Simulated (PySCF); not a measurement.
# C₆H₁₂BFSi: what the fields show

Input file:

```
{"job": {"kind": "nmr", "xc": "PBE0", "basis": "pcSseg-1"}, "charge": 0, "multiplicity": 1}
B     -1.334988    -1.768775    -1.238072
Si    -0.947728    -0.140915    -0.321909
C      0.702411     0.410555     0.464088
C      1.564186    -0.762449     0.975364
C      2.425671    -0.654422    -0.287397
C      1.806687     0.718266    -0.571286
C     -2.007472     1.429192    -0.683773
C     -2.403763     0.763467     0.593284
F     -3.639845     0.172602     0.602708
H     -0.524640    -2.602598    -1.373554
H     -2.399232    -1.972351    -1.676976
H      0.556739     1.204809     1.199476
H      2.118414    -0.514201     1.879338
H      1.057453    -1.713825     1.129518
H      2.154452    -1.394127    -1.038523
H      3.504046    -0.677803    -0.141404
H      2.453444     1.537569    -0.260677
H      1.483870     0.898777    -1.595366
H     -2.742983     1.376630    -1.471645
H     -1.570113     2.411437    -0.587254
H     -2.265532     1.295106     1.527966
```

Launched as:

```sh
OMP_NUM_THREADS=1 python probes_run.py task.json out
```

Geometry: GFN2-xTB.

All numbers below come from PySCF 2.14.0, PBE0/pcSseg-1, SCF density, gas phase, non-relativistic.

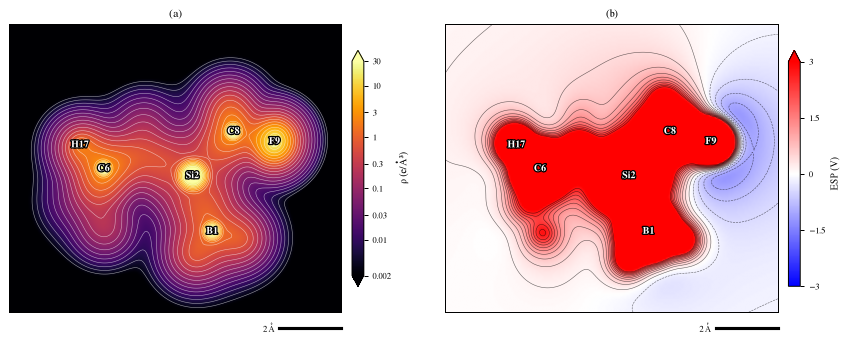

Figure 1. (a) total electron density; (b) molecular electrostatic potential on the plane of atoms B1, Si2 and C8.

What does the map show?

- The plane passes through B, Si, C, F and H nuclei.
- C–F (1.37 Å): the density is about 2.1 e/Å³ at the midpoint, with its minimum of 1.7 e/Å³ about 0.5 Å from C.
- Si–B (1.91 Å): ρ is about 0.87 e/Å³ halfway.
- C–H (1.09 Å): the density is about 2 e/Å³ at the midpoint.
- Outside the dense part of the molecule the potential is most negative (−1.2 V) near F9.

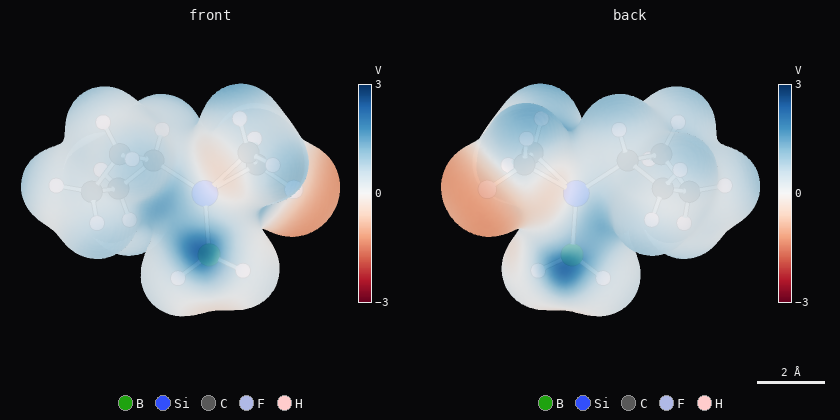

Figure 2. The electrostatic potential painted on the density surface at 0.004 e/bohr³, seen from the front and from behind; red is negative and blue positive.

Where is the surface potential most negative and most positive?

The most negative region (about −1.2 V) lies over F9, the most positive (about +2.1 V) over B1.

What dipole moment does the calculation give?

Its dipole moment is 2.31 D.
